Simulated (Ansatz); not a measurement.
# PH3 (phosphine) at 6 levels

Wanted: a comparison of 6 runs (UHF/3-21G, UPBE0/3-21G, wB97M-V/6-31G, RPA@PBE/3-21G, UMP2/6-31G, CCSD(T)/3-21G) of PH3 (phosphine). 

Program for the calculation: Ansatz 0.2.0.

60 further runs of the same task are left out: 2 that didn't finish, 58 set aside as unsound or not needed.

### Step 1. The system as given

PH3 has 4 atoms, charge 0, and is taken as a singlet. SMILES: `P`. The H4–P1 distance was set to 3.549 Å, away from the relaxed value. At this shape a bond of the SMILES string is far longer than usual.

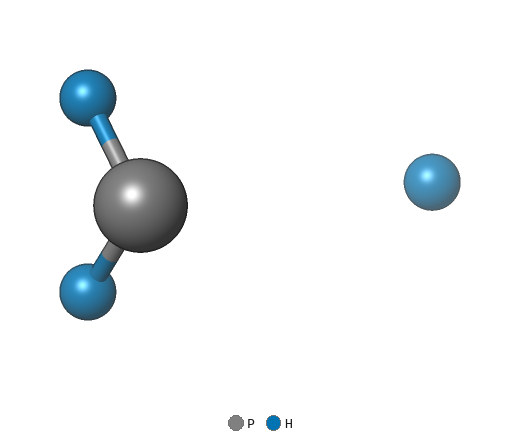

The structure, seen from a chosen angle (phosphorus grey, hydrogen blue).

### Step 2. A single-point energy at UHF/3-21G (run 1)

job.yaml

```yaml
crystal:
  periodic: [false, false, false]
  atoms:
    - {symbol: P, position_ang: [0.821940, -2.351457, 0.123340]}
    - {symbol: H, position_ang: [1.106840, -2.058957, 1.483140]}
    - {symbol: H, position_ang: [-0.529560, -2.687957, 0.398940]}
    - {symbol: H, position_ang: [0.028700, 1.023500, -0.636900]}
basis:
  gaussian: {orbitals: 3-21G.json}
hamiltonian: {xc: hf}
accuracy: high
magnetization: {spin_polarized: true}
```

The basis set 3-21G is read from a file made from the Basis Set Exchange's data (not shown).

The run is started by

```console
$ ansatz run job.yaml --threads 1 --pin off --max-ram 2610MiB --events-out events.jsonl --progress --plain --runs-dir runs
```

What it wrote:

```text
Warning: RAYON_NUM_THREADS=1 ignored (pool sized by the plan → 1); use --threads N
Functional definition: HF
  name "HF"
  exchange = exact_x
  correlation = 0
356 factors; integrals over basis functions are off by at most 3.9e-9 eV
mean field evaluation 1: about -9264.2445 eV, gradient 6.4e0 eV
mean field evaluation 2: about -9264.2431 eV, gradient 6.4e0 eV
mean field evaluation 4: about -9264.8246 eV, gradient 8.6e-1 eV
mean field evaluation 8: about -9264.8393 eV, gradient 2.9e-3 eV
mean field evaluation 16: about -9268.6027 eV, gradient 1.4e0 eV
mean field evaluation 32: about -9268.6410 eV, gradient 4.0e-4 eV
mean field evaluation 64: about -9264.8393 eV, gradient 1.3e-5 eV
mean field -9268.64104039 eV, -340.6162757237 hartree, gradient 3.0e-8 eV, S^2 0.997785; 3 other end points of the search recorded, 0 dependent functions left out
reference -9268.64104039 eV, -340.6162757237 hartree; 9, 9 occupied and 10, 10 virtual orbitals, 356 factors
Total energy: -9268.64104039 eV, -340.6162757237 hartree
```

Wall time 0.16 s (1 thread of Arm Neoverse V1, shared host).

### Step 3. A single-point energy at UPBE0/3-21G (run 2)

in.yaml

```yaml
crystal:
  periodic: [false, false, false]
  atoms:
    - {symbol: P, position_ang: [0.821940, -2.351457, 0.123340]}
    - {symbol: H, position_ang: [1.106840, -2.058957, 1.483140]}
    - {symbol: H, position_ang: [-0.529560, -2.687957, 0.398940]}
    - {symbol: H, position_ang: [0.028700, 1.023500, -0.636900]}
basis:
  gaussian:
    orbitals: 3-21G.json
magnetization:
  spin_polarized: true
hamiltonian:
  xc: {name: PBE0}
accuracy: high
```

The basis set 3-21G is read from a file made from the Basis Set Exchange's data (not shown).

The run is started by

```console
$ ansatz run in.yaml --threads 1 --pin off --max-ram 2610MiB --events-out events.jsonl --progress --plain --runs-dir runs
```

What it wrote:

```text
Warning: RAYON_NUM_THREADS=1 ignored (pool sized by the plan → 1); use --threads N
Functional definition: PBE0
  name "PBE0"
  parameter a = 0.25
  parameter kappa = 0.804
  parameter beta = 0.06672455060314922
  exchange = (1 - a)*pbe_x(kappa = kappa, mu = beta*pi^2/3) + a*exact_x
  correlation = pbe_c(beta = beta)
356 factors; integrals over basis functions are off by at most 3.9e-9 eV
mean field evaluation 1: about -9278.3547 eV, gradient 1.2e1 eV
mean field evaluation 2: about -9271.1511 eV, gradient 2.3e1 eV
mean field evaluation 4: about -9280.4506 eV, gradient 1.9e0 eV
mean field evaluation 8: about -9280.4837 eV, gradient 1.6e-1 eV
mean field evaluation 16: about -9280.4840 eV, gradient 2.1e-6 eV
mean field evaluation 32: about -9281.9209 eV, gradient 3.5e0 eV
mean field -9282.08298651 eV, -341.1102581325 hartree, gradient 6.1e-8 eV, S^2 0.980837; 3 other end points of the search recorded, 0 dependent functions left out
reference -9282.08298804 eV, -341.1102581888 hartree; 9, 9 occupied and 10, 10 virtual orbitals, 356 factors
Total energy: -9282.08298804 eV, -341.1102581888 hartree
```

Run time: 2.4 s. Hardware: 1 thread of Arm Neoverse V1, shared host; peak memory 0.11 GiB.

Runs 3 to 5 aren't shown in full; the table further down has their settings and results.

### Step 4. A single-point energy at CCSD(T)/3-21G (run 6)

in.yaml

```yaml
basis:
  gaussian:
    orbitals: 3-21G.json
crystal:
  periodic: [false, false, false]
  atoms:
    - {symbol: P, position_ang: [0.821940, -2.351457, 0.123340]}
    - {symbol: H, position_ang: [1.106840, -2.058957, 1.483140]}
    - {symbol: H, position_ang: [-0.529560, -2.687957, 0.398940]}
    - {symbol: H, position_ang: [0.028700, 1.023500, -0.636900]}
correlation:
  method: ccsd_t
  frozen_orbitals: {H: 0, P: 5}
accuracy: high
scf:
  omitted_lower_state_checks: [cluster_reference, increment]
```

The basis set 3-21G is read from a file made from the Basis Set Exchange's data (not shown).

The run is started by

```console
$ ansatz run in.yaml --threads 1 --pin off --max-ram 2610MiB --events-out events.jsonl --progress --plain --runs-dir runs
```

What it wrote:

```text
Warning: RAYON_NUM_THREADS=1 ignored (pool sized by the plan → 1); use --threads N
[... 11 lines left out ...]
5 core orbitals not correlated: weight in the atoms' cores, before any rotation towards them, 1.000 or more for the frozen orbitals, at most 0.000 for the correlated occupied ones
[... 34 lines left out ...]
WARN: these amplitudes may be one of several solutions (largest doubles amplitude 0.79, level shift 7.83 eV)
Total energy: -9270.56820708 eV, -340.6870977933 hartree
Checks for a lower state left out: cluster_reference, increment
```

Wall time 0.16 s (1 thread of Arm Neoverse V1, shared host).

### Step 5. All runs side by side

```tsv
run	level	frozen core orbitals	energy (Eh)	wall time
1	UHF/3-21G	–	-340.616276	0.16 s
2	UPBE0/3-21G	–	-341.110258	2.4 s
3	wB97M-V/6-31G	–	-342.846197	8.7 s
4	RPA@PBE/3-21G	5	-340.707290	1.5 s
5	UMP2/6-31G	5	-342.356862	0.22 s
6	CCSD(T)/3-21G	5	-340.687098	0.16 s
```

### Step 6. Summary of results

| quantity | value |
| --- | --- |
| run 6: total energy | -340.68710 Eh |
| run 6: correlation energy (5 core orbitals frozen) | -210.5 mEh |
| run 6: (T) correction | -7.10 mEh |
| run 6: T1 diagnostic | 0.042 |

Totals of different functionals can't be ranked against each other. In run 6 the T1 diagnostic is large, so a single reference may not serve. In runs 4, 6 the log says that unrestricted orbitals would lower the reference, so the values rest on an unstable closed-shell determinant (other closed-shell runs at this shape may share the fault). In runs 3, 4, 6 a closed-shell determinant meets a far-stretched bond, which it describes badly. Spin contamination of the reference: run 1 ⟨S²⟩ = 1.00, run 5 ⟨S²⟩ = 1.00, run 2 ⟨S²⟩ = 0.98. Where it is this large, the reference is a mixture of spin states, and values that rest on it are in doubt. All runs together took 13 s, the longest 8.7 s.
